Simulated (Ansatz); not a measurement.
C₂H₆FSi (SMILES [CH2]C[SiH2]F) (doublet)

Input

```
crystal:
  periodic: [false, false, false]
  atoms:
    - {symbol: C, position_ang: [-0.524237, 1.379683, 0.164858]}
    - {symbol: C, position_ang: [-0.747273, -0.071651, 0.288148]}
    - {symbol: Si, position_ang: [0.840863, -0.890396, -0.291289]}
    - {symbol: F, position_ang: [0.730669, -2.490012, -0.205179]}
    - {symbol: H, position_ang: [-0.719389, 1.894742, -0.766386]}
    - {symbol: H, position_ang: [-0.063089, 1.941116, 0.966563]}
    - {symbol: H, position_ang: [-0.941720, -0.381122, 1.319501]}
    - {symbol: H, position_ang: [-1.570213, -0.425538, -0.340173]}
    - {symbol: H, position_ang: [1.106795, -0.535505, -1.706222]}
    - {symbol: H, position_ang: [1.970796, -0.472516, 0.573179]}
basis:
  gaussian: {orbitals: def2-TZVPP}
magnetization: {spin_polarized: true, initial_magnetization: 1}
hamiltonian: {xc: pbe0, dispersion: d4}
output: {orbitals: {seedname: orbitals}}
```

Command:

```sh
ansatz run in.yaml --threads 4 --pin off --events-out ev --progress --plain --max-ram 10444MiB
```

Geometry: PBE0-D4/def2-TZVP.

The calculation used UKS PBE0-D4/def2-TZVPP in Ansatz.

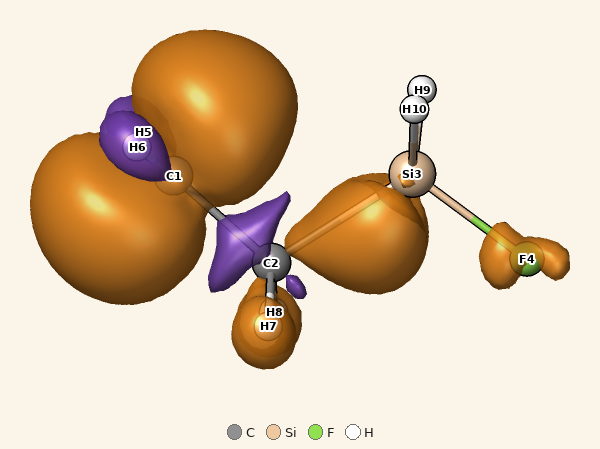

Figure 1. Isosurfaces of the spin density (α minus β) at +0.015 (orange) and −0.015 e/Å³ (purple), seen across its widest extent.

Which atoms carry the spin?

Answer. The unpaired spin (1 electron) lies mostly on C1 (about 0.7), Si3 (about 0.1) and C2 (about 0.1), in electrons by Hirshfeld's partition.

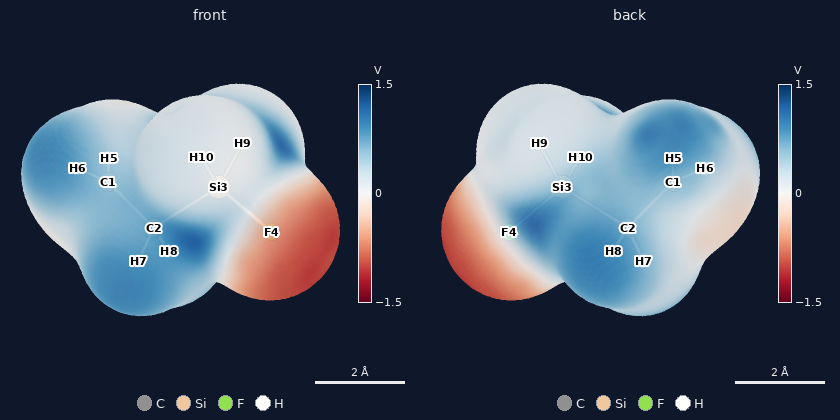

Figure 2. The molecular electrostatic potential painted on the density surface at 0.002 e/bohr³, seen from the front and from behind; the colour scale runs from red (negative) to blue (positive).

Which sites attract a positive test charge, and which a negative one?

Answer. A positive charge is drawn to the negative regions and a negative charge to the positive ones. The most negative region (about −1.0 V) lies over F4, the most positive (about +1.2 V) over Si3.

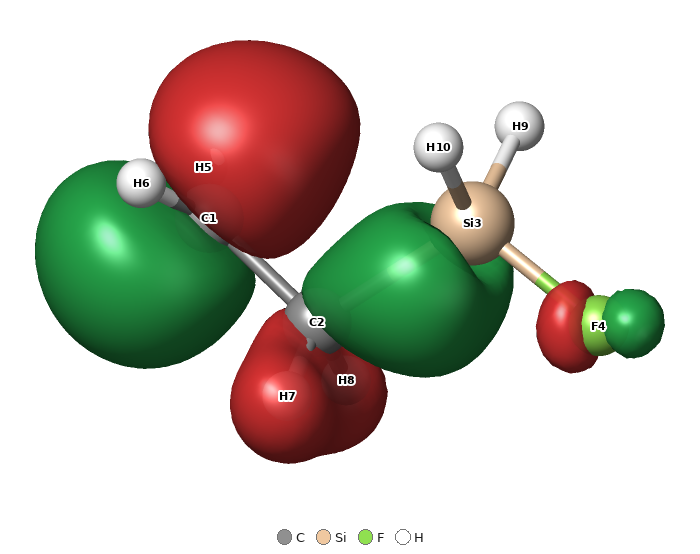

Figure 3. The HOMO (α) at ±0.1 Å⁻³ᐟ² (green and red are the two phases), seen at a tilt.

Where does this orbital lie, and at what energy?

Answer. It lies mainly on C1 (about 55 %), C2 (about 15 %) and Si3 (about 10 %). Its energy is −5.98 eV.
